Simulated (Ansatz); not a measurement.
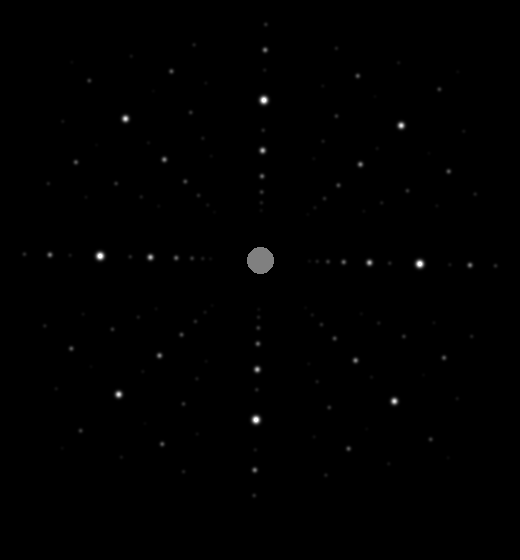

Simulated back-reflection Laue pattern (white X-rays, 0.45 to 2.2 Å, flat plate covering ±45° about the beam, kinematic intensities, seen from the source).

What symmetry does the pattern show?

Answer. 4mm: a fourfold axis with mirror lines.

The crystal is Pt, space group Fm-3m (No. 225), a = 3.97 Å. Structure: the input geometry of an electronic-structure calculation (not necessarily at equilibrium).

Which direction points towards the source?

Answer. [001] or one equivalent to it by a rotation of the Laue group. In Laue class m-3m no other family of directions with a member of indices 0 and ±1 has this symmetry.
